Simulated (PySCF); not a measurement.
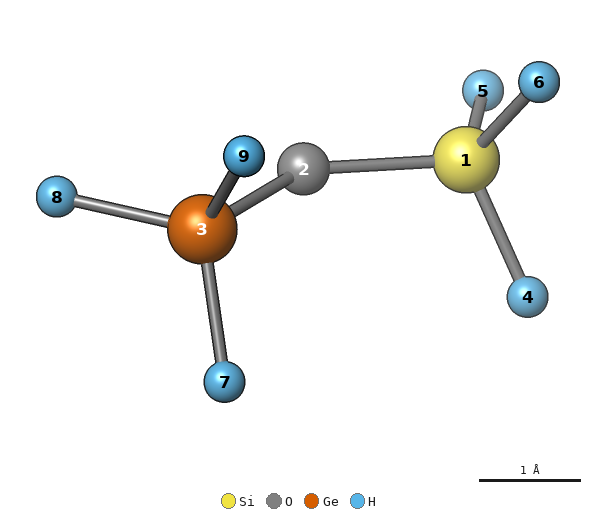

Orthographic view. Depth is shown by fading: the farther an atom, the more it takes the colour of the background. The geometry was computed by an optimisation with PBE0-D3(BJ)/def2-SVP. No frequency run is at hand to confirm it as a minimum.

Give the geometry as a Z-matrix, atoms in numerical order, with these reference atoms: 2 to 1; 3 to 2, 1; 4 to 1, 2, 3; 5 to 1, 4, 2; 6 to 1, 5, 4; 7 to 3, 2, 1; 8 to 3, 7, 2; 9 to 3, 8, 7.

```
Si 
O    1   1.656
Ge   2   1.778   1   136.4
H    1   1.497   2   111.1   3    62.4
H    1   1.491   4   109.2   2  -119.4
H    1   1.498   5   109.2   4   117.9
H    3   1.541   2   108.6   1   -62.8
H    3   1.534   7   111.5   2   116.2
H    3   1.541   8   111.5   7  -124.2
```
